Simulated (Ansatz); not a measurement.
## Converging the plane-wave cutoff: Cu3Pd (P4mm, 4 atoms in the cell)

```yaml
crystal:
  lattice:
    - [3.68295, 0.00000, 0.00000]
    - [0.00000, 3.68295, 0.00000]
    - [0.00000, 0.00000, 3.68295]
  atoms:
    - { symbol: Cu, position: [0.01358, 0.50000, 0.50000] }
    - { symbol: Cu, position: [0.50000, 0.00000, 0.50000] }
    - { symbol: Cu, position: [0.50000, 0.50000, 0.00000] }
    - { symbol: Pd, position: [0.00000, 0.00000, 0.00000] }
```

Computed with LDA (PW92), default PAW files made with PBE (plane waves; Ansatz, an electronic-structure program).

Base settings: basis.ecutwfc = 420 eV; kpoints.mp_grid.grid = 9 9 9; hamiltonian.xc = lda; hamiltonian.pseudopotentials = {kind: paw} (the program's default PAW files); scf.occupations.method = fermi_dirac; scf.occupations.width = 0.1 eV.

The second cell is the first with its lattice scaled by 0.98.

The mesh stays at the base's, so the ladder's end is converged at best in this setting alone.

The first pressure column holds Ansatz's estimate of the finite-basis (Pulay) stress, which hides part of the cutoff error; the other is without it.

Only quantities that move along the ladder and can be compared are tabulated.

The count of work is k-points × plane waves × bands × iterations; it is no time. 

The starting cell comes from a database of computed structures (which also holds hypothetical and non-ambient phases and stackings), without a prior relaxation at this level. Its lattice was rescaled by up to half a per cent. One atom was moved a little off its site on purpose. Spin polarisation is off. In the base run, with a pressure of about -10 GPa the cell is away from its equilibrium volume at this level.

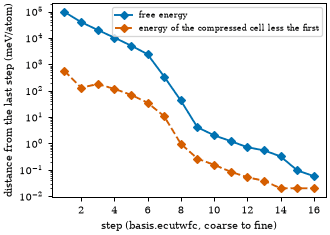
Figure: Distance from the last step along the ladder; very small values are drawn at a floor.

| basis.ecutwfc | free energy less the last step's (meV/atom) | energy of the compressed cell less the first (meV/atom) | pressure (GPa) | pressure without the Pulay estimate (GPa) | largest difference of a force vector from the last step's (eV/Å) | count of work / last |
|---|---|---|---|---|---|---|
| 145 eV | 97208.01 | 542.69 | 103.71 | -4207.90 | 0.385 | 0.068 |
| 170 eV | 40078.48 | 108.57 | 3.35 | -2043.58 | 0.755 | 0.092 |
| 190 eV | 20130.13 | -199.49 | -49.19 | -1149.79 | 0.155 | 0.10 |
| 210 eV | 10290.94 | -140.36 | -27.96 | -657.82 | 0.251 | 0.10 |
| 230 eV | 5167.38 | -92.42 | -8.00 | -375.20 | 0.242 | 0.12 |
| 250 eV | 2425.13 | 12.67 | -3.44 | -205.65 | 0.169 | 0.14 |
| 295 eV | 341.88 | -11.63 | -8.35 | -49.24 | 0.038 | 0.16 |
| 335 eV | 42.55 | -21.45 | -9.50 | -16.49 | 0.014 | 0.20 |
| 380 eV | 4.11 | -22.17 | -9.75 | -10.20 | 0.001 | 0.23 |
| 420 eV | 2.05 | -22.28 | -9.75 | -9.84 | 0.001 | 0.25 |
| 460 eV | 1.23 | -22.35 | -9.77 | -9.84 | 0.000 | 0.30 |
| 505 eV | 0.72 | -22.38 | -9.77 | -9.80 | 0.000 | 0.35 |
| 565 eV | 0.55 | -22.39 | -9.77 | -9.79 | 0.000 | 0.40 |
| 630 eV | 0.32 | -22.41 | -9.78 | -9.80 | 0.000 | 0.48 |
| 735 eV | 0.10 | -22.43 | -9.78 | -9.79 | 0.000 | 0.61 |
| 840 eV | 0.06 | -22.43 | -9.78 | -9.78 | 0.000 | 0.74 |
| 1010 eV | 0.00 | -22.43 | -9.78 | -9.79 | 0.000 | 1.0 |

Coarsest basis.ecutwfc that holds the free energy within 0.5 meV/atom of the last step, with all finer ones: 630 eV; the step before is off by 0.55 meV/atom.

Coarsest basis.ecutwfc that holds the pressure within 1 GPa of the last step, with all finer ones: 335 eV, at 0.20 of the last step's count of work; the step before is off by 1.4 GPa.

Coarsest basis.ecutwfc that holds the energy of the compressed cell less the first within 0.2 meV/atom of the last step, with all finer ones: 420 eV, at 0.25 of the last step's count of work; the step before is off by 0.27 meV/atom.

The energy difference between the two cells stays within 1 meV/atom of the last step's from 335 eV on, the total only from 505 eV on: much of the error is common to both cells and cancels.

At the lowest cutoff the pressure without the Pulay estimate lies 4200 GPa under the last step's, the usual sign of Pulay stress in an incomplete plane-wave basis.

Keys are those of Ansatz 0.2.
